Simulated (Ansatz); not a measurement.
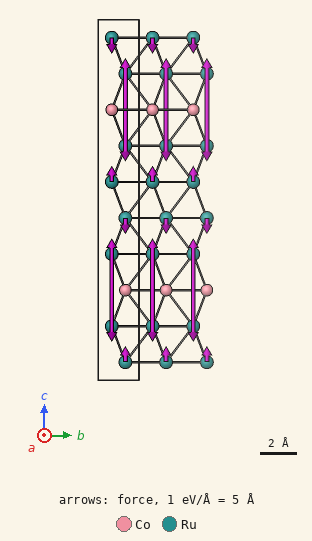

Starting geometry of solid CoRu4 (a generated structure, set up in P6_3/mmc) (coarse preliminary run) with the computed forces as purple arrows. A ball-and-stick model of the cell of the calculation, repeated 1 × 3 × 1 with one cell outlined, seen along the a axis.

These are results of Ansatz 0.2.0, DFT PBE, scalar-relativistic, plane waves, PAW, not measurements. Settings: plane-wave cutoff 420 eV; k-point mesh 6 × 6 × 1; occupations gaussian; smearing width 0.1 eV; collinear spin; cell and atoms relaxed; force threshold 0.04 eV/Å; at most 70 steps.

Q: Is this structure relaxed? If not, where do the atoms go?

A: It isn't relaxed: the largest force vector, on Ru atoms, is 1.00 eV/Å. The atoms end up moving mostly along the starting forces (cosine between the two patterns 0.99). The largest moves relative to the cell, 0.052 Å, are those of Ru atoms. Co stays in place. The drawn cell changes as follows: a = b 2.681 → 2.702 Å (+0.8 %), c 20.550 → 21.049 Å (+2.4 %); the volume changes by +4.1 %. Near-neighbour distances that change, for instance: Ru–Ru 2.573 → 2.650 Å, Ru–Ru 2.681 → 2.702 Å, Co–Co 2.681 → 2.702 Å, Co–Ru 2.573 → 2.578 Å. The space group stays P6_3/mmc (No. 194). Over 3 accepted moves (4 points after the start) the energy falls by 37.1 meV per atom. The largest force component goes from 1 to 0.024 eV/Å. The pressure goes from 14.58 to 0.07 GPa. At 1 point the geometry stayed and the basis and grid were re-selected for the new cell (energy shift of 0.3 meV per atom at most each time).

Limits of the set-up: the k-point mesh is coarse for a cell with partly filled bands.
